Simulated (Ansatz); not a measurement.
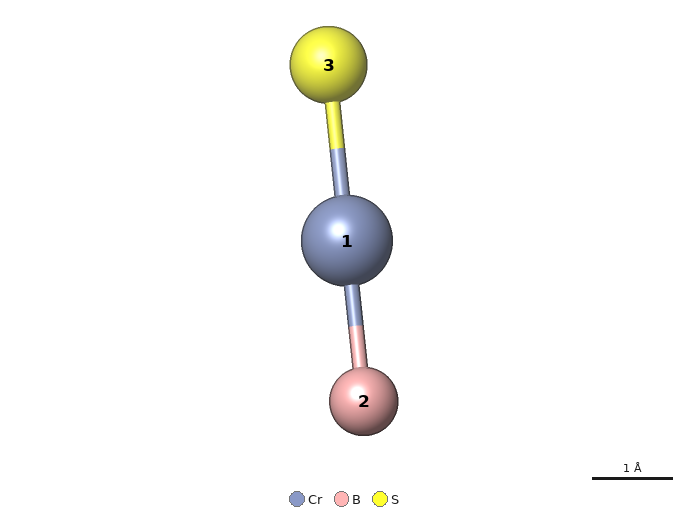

Simulated data, not a measurement (program: Ansatz).

Orthographic view. Distant atoms are faded towards the background colour. The species is neutral and a spin quartet. Geometry: a fixed input geometry, not necessarily a minimum. Other spin states may lie lower.

Write a Z-matrix (Å, degrees) in the order of the atom numbers, with these reference atoms: 2 to 1; 3 to 1, 2.

```
Cr 
B    1   2.052
S    1   2.245   2   180.0
```
